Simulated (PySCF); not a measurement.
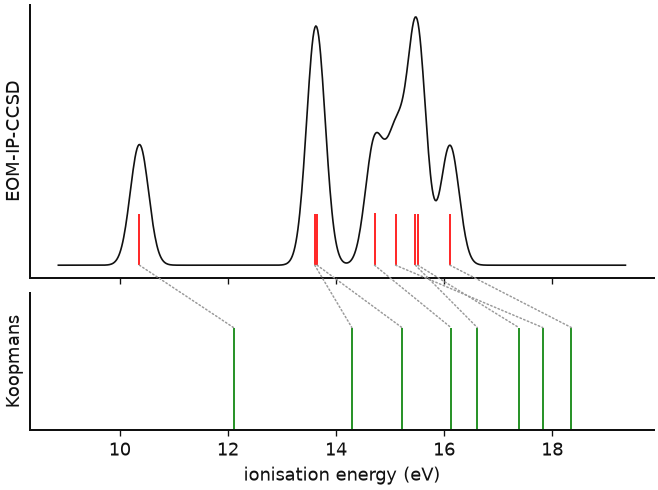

Valence photoelectron lines of C₃H₄F₂O, SMILES CC(=O)C(F)F: vertical EOM-IP-CCSD/aug-cc-pVDZ (frozen core, PySCF 2.14.0, at a PBE0-D3(BJ)/def2-SVP geometry (no frequency check); 8 lines, one for each of the 8 highest orbitals, so a line of a deeper orbital can be missing among them) above, Hartree-Fock orbital energies with the sign turned below, non-relativistic; dotted lines join each line to its leading orbital. Stick heights are one-hole weights (summed over degenerate lines), not cross-sections; Gaussian width 0.40 eV.

### Do correlation and relaxation change the order of the lines?

Yes: in order of rising energy the holes are HOMO, HOMO−1, HOMO−2, HOMO−3, HOMO−6, HOMO−4, HOMO−5, HOMO−7. Some lines lie within 0.1 eV of each other, so their order isn't settled.

### List the lines.

```csv
hole,EOM-IP-CCSD (eV),Koopmans (eV),one-hole weight
HOMO,10.36,12.10,0.95
HOMO-1,13.61,14.29,0.95
HOMO-2,13.65,15.22,0.95
HOMO-3,14.71,16.13,0.96
HOMO-6,15.10,17.83,0.95
HOMO-4,15.47,16.61,0.95
HOMO-5,15.51,17.38,0.95
HOMO-7,16.11,18.35,0.94
```

Caveats: small basis, so the lines can lie some tenths of an eV too low; one conformer of a flexible molecule.
